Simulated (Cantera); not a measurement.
Input: 1 mol Si, 0.77 mol HCl, 8.4 mol H2, at 10000 Pa.

These are equilibrium values from Cantera (NASA tables, ideal gas, pure condensed phases), not measurements of a reactor. Candidate condensed phases: Si; 19 gas species. The tables' values for SiCl3 are old estimates; treat these amounts as uncertain. The numbers say what is thermodynamically allowed, not how fast it happens.

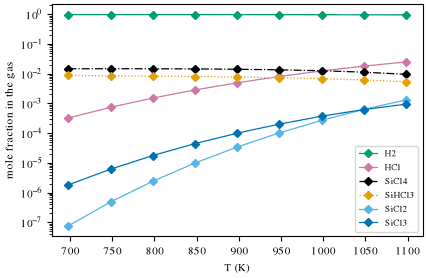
Equilibrium gas composition (values under 1e-9 drawn at 1e-9)

From 698 K to 1098 K the condensed part is Si(s). The main Si-bearing gas is SiCl4 throughout. The share of Si in condensed phases is highest at 1098 K (84.2 %) and lowest at 698 K (78.7 %).
